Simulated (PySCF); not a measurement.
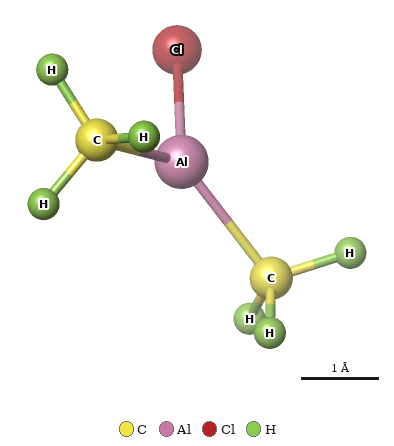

**Figure 1.** The structure (ball-and-stick view, seen at a tilt). Sticks mark near contacts. Bond lengths as drawn: Al–C 1.94 Å, Al–Cl 2.11 Å and C–H 1.09 to 1.10 Å.

Run report: C$_{2}$H$_{6}$AlCl, single-point calculation

- system: C$_{2}$H$_{6}$AlCl, SMILES [CH3][Al]([CH3])[Cl]
- method: wB97X/cc-pVDZ, RKS (PySCF 2.14.0)

The geometry comes from this level: PBE0-D4/def2-TZVP.

## The input (run.py)
```python
# [CH3][Al]([CH3])[Cl]
from pyscf import gto, dft

mol = gto.M(
    atom='geometry.xyz',
    max_memory=1860,
    basis='cc-pvdz',
    verbose=3,
)

mf = dft.RKS(mol)
mf.xc = 'wb97x'
mf.grids.level = 5
mf.conv_tol = 1e-10
mf.kernel()
if not mf.converged:
    mf = mf.newton().run(mf.mo_coeff, mf.mo_occ)

e_tot = mf.e_tot
print('Final energy', e_tot)
```

## File geometry.xyz
```
10

C     -0.517700     1.358200    -0.989200
Al    -0.252300    -0.446600    -0.322400
C      0.742200    -0.932200     1.273500
Cl    -1.112300    -2.038200    -1.415400
H     -1.121400     1.383800    -1.898300
H     -1.010200     1.981400    -0.235400
H      0.443800     1.835600    -1.206000
H      0.102400    -1.471200     1.979300
H      1.158700    -0.063300     1.788800
H      1.566900    -1.607500     1.025200
```

Hardware: 1 thread of Intel Xeon @ 2.70GHz, 189 GiB of memory available, shared host.

Command:
```bash
OMP_NUM_THREADS=1 python run.py
```

## What the program printed
```
converged SCF energy = -782.51133810919
Final energy -782.51133810919
```

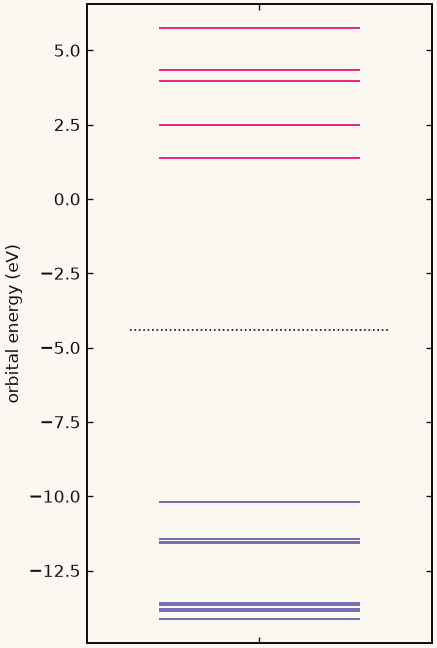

**Figure 2.** Orbital energies near the frontier; the dotted line parts filled from empty levels, and levels within 0.02 eV of each other stand side by side. Highest filled −10.20 eV, lowest empty 1.37 eV, 11.57 eV apart.

## Results in brief

| quantity | value |
| --- | --- |
| outcome | converged |
| total energy | −782.511338 hartree |
| basis functions | 94 |
| HOMO | −10.20 eV |
| LUMO | 1.37 eV |
| dipole moment | 2.26 D |
| wall time | 34 s |
| peak memory | 0.48 GiB |
